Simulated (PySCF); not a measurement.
**Two runs on C₂H₇NSi₂**

System: C₂H₇NSi₂, SMILES N[SiH2]C#C[SiH3].
Method of run 1: TDDFT PBE/def2-SVPD, vertical, gas phase, core orbitals frozen in the response (PySCF 2.14.0).

The geometry comes from this level: PBE0-D3(BJ)/def2-SVP. Text and figures count atoms from 1; the logs count them from 0 in places.

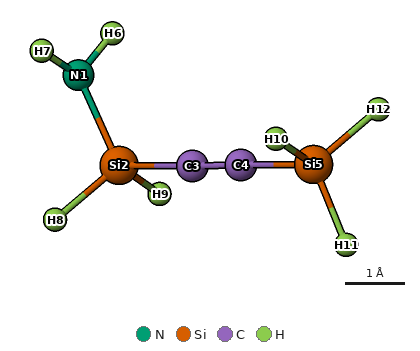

**Figure 1.** The structure (ball-and-stick view, seen at a tilt; atoms are numbered from 1 in the order of the input).

### The input, run 1
```
{"job": {"kind": "uv", "xc": "PBE", "basis": "def2-SVPD", "ip": true}, "charge": 0, "multiplicity": 1}
N     -2.627534     1.200769     0.351867
Si    -1.934542    -0.332056    -0.031382
C     -0.084140    -0.373442    -0.043816
C      1.141717    -0.377574    -0.048819
Si     2.974410    -0.400091    -0.063650
H     -2.544473     1.958201    -0.317729
H     -2.540863     1.555710     1.298098
H     -2.384035    -1.318341     0.990791
H     -2.386704    -0.723132    -1.396048
H      3.492124    -0.057539     1.293328
H      3.453342    -1.759570    -0.447373
H      3.480340     0.598574    -1.050051
```

The first line tells a small driver script what to run in PySCF; the rest is the geometry in Å.

Command:
```bash
OMP_NUM_THREADS=1 python <driver script> task.json out
```

Hardware: 1 CPU thread, shared host.

### Output (run 1)
```
coarse grid: 10824 points
cycle   1  E = -713.1718376623  dE =  1.760e-01  |g| = 5.986e-01  |ddm| = 6.990e+00
cycle   2  E = -712.9839706182  dE =  1.879e-01  |g| = 1.038e+00  |ddm| = 3.138e+00
cycle   3  E = -713.2578990272  dE = -2.739e-01  |g| = 1.255e-01  |ddm| = 2.048e+00
cycle   4  E = -713.2602351967  dE = -2.336e-03  |g| = 8.819e-02  |ddm| = 2.921e-01
cycle   5  E = -713.2618466521  dE = -1.611e-03  |g| = 4.531e-02  |ddm| = 1.448e-01
cycle   6  E = -713.2623619653  dE = -5.153e-04  |g| = 1.065e-02  |ddm| = 6.441e-02
cycle   7  E = -713.2623997069  dE = -3.774e-05  |g| = 1.382e-03  |ddm| = 2.290e-02
cycle   8  E = -713.2624003849  dE = -6.780e-07  |g| = 2.614e-04  |ddm| = 4.223e-03
final grid: 94864 points
cycle   9  E = -713.3785170763  dE = -6.104e-06  |g| = 9.662e-03  |ddm| = 8.003e-02
cycle  10  E = -713.3784636205  dE =  5.346e-05  |g| = 1.791e-02  |ddm| = 3.994e-02
cycle  11  E = -713.3785389155  dE = -7.530e-05  |g| = 1.604e-03  |ddm| = 2.528e-02
cycle  12  E = -713.3785396095  dE = -6.940e-07  |g| = 5.903e-04  |ddm| = 2.962e-03
cycle  13  E = -713.3785396780  dE = -6.846e-08  |g| = 3.170e-04  |ddm| = 1.121e-03
cycle  14  E = -713.3785397063  dE = -2.831e-08  |g| = 2.362e-05  |ddm| = 4.426e-04
cycle  15  E = -713.3785397065  dE = -1.874e-10  |g| = 4.601e-06  |ddm| = 6.226e-05
converged SCF energy = -713.3785397065

Static polarisability (au): isotropic 94.218, principal 71.927 75.465 135.262

Singlet excitations
state   eV       nm        f      main configurations
  1   4.9001    253.0   0.06206   H->L 0.95
  2   4.9557    250.2   0.00013   H->L+1 0.99
  3   5.2568    235.9   0.00150   H-1->L 0.97
  4   5.5698    222.6   0.00467   H-2->L 0.58, H-1->L+1 0.42
  5   5.7300    216.4   0.00218   H-2->L+1 0.97
  6   6.1193    202.6   0.01689   H->L+2 0.98
  7   6.4458    192.3   0.07694   H->L+3 0.91
  8   6.5649    188.9   0.02060   H->L+4 0.89
  9   6.5953    188.0   0.00039   H-1->L+2 1.00
 10   6.6715    185.8   0.38416   H-2->L+2 0.35, H-1->L+1 0.21, H-2->L 0.13

Triplet excitations (Tamm-Dancoff, eV): 4.3639 4.6771 4.7090 4.9422
Vertical ionisation energy (delta-SCF) = 9.6241 eV
Vertical electron affinity (delta-SCF) = -0.5905 eV
```

Run 2 used a changed input.

### The two runs side by side

| quantity | run 1 | run 2 |
| --- | --- | --- |
| outcome | converged | converged |
| total energy (hartree) | −713.378540 | −710.335618 |
| HOMO (eV) | −6.33 | −6.47 |
| LUMO (eV) | −1.62 | −1.82 |
| dipole moment (D) | 1.26 | 1.25 |
| lowest excitation (eV) | 4.90 | 4.85 |
| SCF iterations | 15 | 15 |
| strongest computed line (eV) | 6.67 | 6.65 |
| basis functions | 164 | 164 |
| wall time (shared host) | 3.1 min | 1.8 min |

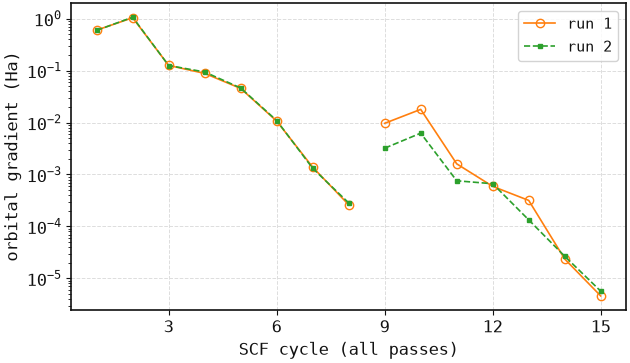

**Figure 2.** Convergence of the two runs: orbital gradient against the SCF cycle. A break in a curve parts two SCF passes (coarse and final grid). Run 1 takes 15 cycles in all, and run 2 takes 15.

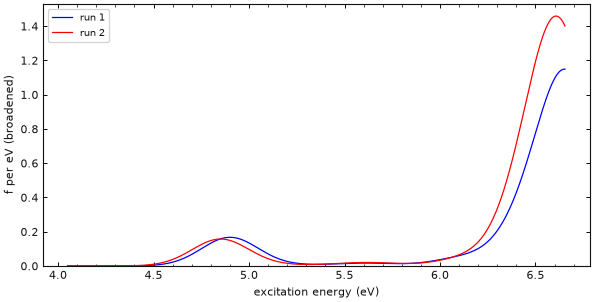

**Figure 3.** Absorption of the two runs from their computed states, each broadened by a Gaussian of 0.35 eV full width; the range ends where the shorter list of states ends.

Which change of the input explains these differences?

The change (lines with − go, lines with + come):
```diff
-"xc": "PBE"
+"xc": "LDA"
```

The total energies belong to different methods, so their difference says nothing on which is more stable or more accurate. The HOMO goes from −6.33 to −6.47 eV. The LUMO goes from −1.62 to −1.82 eV. The lowest excitation goes from 4.90 to 4.85 eV. The functional changes from PBE to LDA. The number of SCF iterations is the same.

### Output (run 2)
```
coarse grid: 10824 points
cycle   1  E = -710.1430996614  dE =  1.716e-01  |g| = 5.927e-01  |ddm| = 8.548e+00
cycle   2  E = -709.9425648913  dE =  2.005e-01  |g| = 1.063e+00  |ddm| = 3.327e+00
cycle   3  E = -710.2272204660  dE = -2.847e-01  |g| = 1.251e-01  |ddm| = 2.005e+00
cycle   4  E = -710.2292025786  dE = -1.982e-03  |g| = 9.384e-02  |ddm| = 3.012e-01
cycle   5  E = -710.2310781377  dE = -1.876e-03  |g| = 4.616e-02  |ddm| = 1.479e-01
cycle   6  E = -710.2316099878  dE = -5.319e-04  |g| = 1.093e-02  |ddm| = 6.477e-02
cycle   7  E = -710.2316497519  dE = -3.976e-05  |g| = 1.313e-03  |ddm| = 2.564e-02
cycle   8  E = -710.2316503323  dE = -5.804e-07  |g| = 2.841e-04  |ddm| = 4.236e-03
final grid: 94864 points
cycle   9  E = -710.3356156475  dE = -1.658e-05  |g| = 3.209e-03  |ddm| = 1.107e-01
cycle  10  E = -710.3356092274  dE =  6.420e-06  |g| = 6.241e-03  |ddm| = 1.440e-02
cycle  11  E = -710.3356176807  dE = -8.453e-06  |g| = 7.569e-04  |ddm| = 8.025e-03
cycle  12  E = -710.3356177235  dE = -4.275e-08  |g| = 6.639e-04  |ddm| = 1.591e-03
cycle  13  E = -710.3356178360  dE = -1.126e-07  |g| = 1.339e-04  |ddm| = 9.817e-04
cycle  14  E = -710.3356178414  dE = -5.399e-09  |g| = 2.672e-05  |ddm| = 2.515e-04
cycle  15  E = -710.3356178417  dE = -2.254e-10  |g| = 5.680e-06  |ddm| = 7.772e-05
converged SCF energy = -710.3356178417

Static polarisability (au): isotropic 96.194, principal 73.557 77.040 137.984

Singlet excitations
state   eV       nm        f      main configurations
  1   4.8505    255.6   0.05838   H->L 0.95
  2   4.9212    251.9   0.00007   H->L+1 0.98
  3   5.2041    238.2   0.00172   H-1->L 0.95
  4   5.5636    222.8   0.00532   H-2->L 0.57, H-1->L+1 0.42
  5   5.7203    216.7   0.00308   H-2->L+1 0.96
  6   6.1356    202.1   0.01573   H->L+2 0.98
  7   6.4365    192.6   0.09495   H->L+3 0.91
  8   6.5719    188.7   0.18376   H->L+4 0.58, H-1->L+1 0.13, H-2->L 0.09
  9   6.6009    187.8   0.00018   H-1->L+2 0.99
 10   6.6544    186.3   0.33178   H->L+4 0.41, H-2->L+2 0.17, H-1->L+1 0.15

Triplet excitations (Tamm-Dancoff, eV): 4.4444 4.7713 4.7907 4.9643
Vertical ionisation energy (delta-SCF) = 9.7375 eV
Vertical electron affinity (delta-SCF) = -0.4306 eV
```
